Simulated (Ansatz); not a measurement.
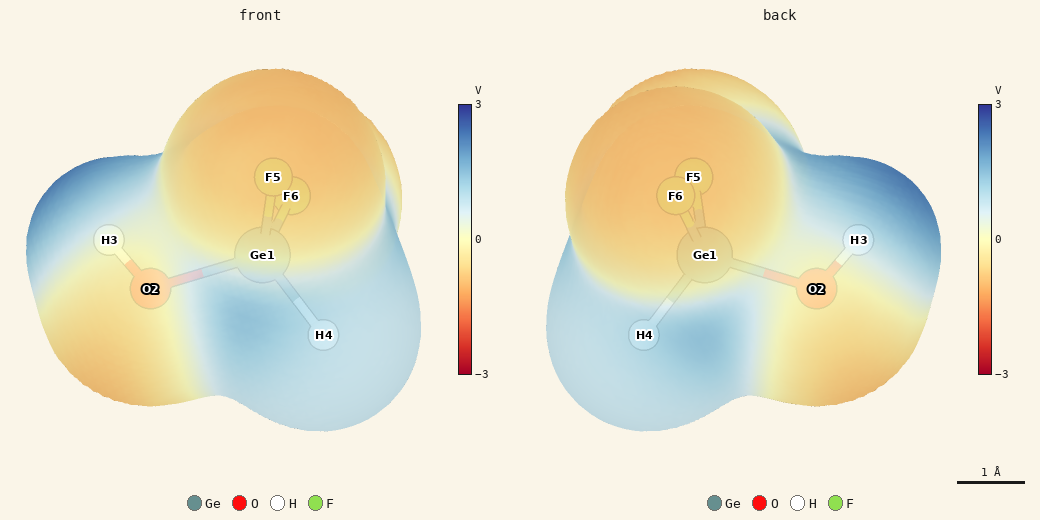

The picture shows: F2GeH2O. The molecular electrostatic potential painted on the density surface at 0.001 e/bohr³, seen from the front and from behind; red is negative and blue positive.

Theory: RKS B3LYP-D4/def2-SVP in Ansatz 0.2.0.

The calculation's input:

```
crystal:
  periodic: [false, false, false]
  atoms:
    - { symbol: Ge, position_ang: [0.0, 0.0, 0.0] }
    - { symbol: O, position_ang: [0.0, 0.0, 1.77] }
    - { symbol: H, position_ang: [-0.9095, -0.2814, 2.1071] }
    - { symbol: H, position_ang: [1.4616, 0.0, -0.5162] }
    - { symbol: F, position_ang: [-0.7913, 1.3709, -0.5594] }
    - { symbol: F, position_ang: [-0.7913, -1.3709, -0.5594] }
basis:
  gaussian: { orbitals: def2-SVP }
hamiltonian:
  xc: b3lyp
  dispersion: d4
relax:
  f_tol: 0.02
  max_steps: 40
output:
  orbitals: {}
```

Command:

```sh
ansatz run input.yaml --threads 1 --pin off --max-ram 2048MiB --backend cpu --events-out ev --progress --plain --runs-dir out
```

The fields are those of the run's last geometry, not of the input's.

Describe the electrostatic potential map.

Answer. The most negative region (about −1.0 V) lies over F5 and F6, the most positive (about +2.2 V) over H3.
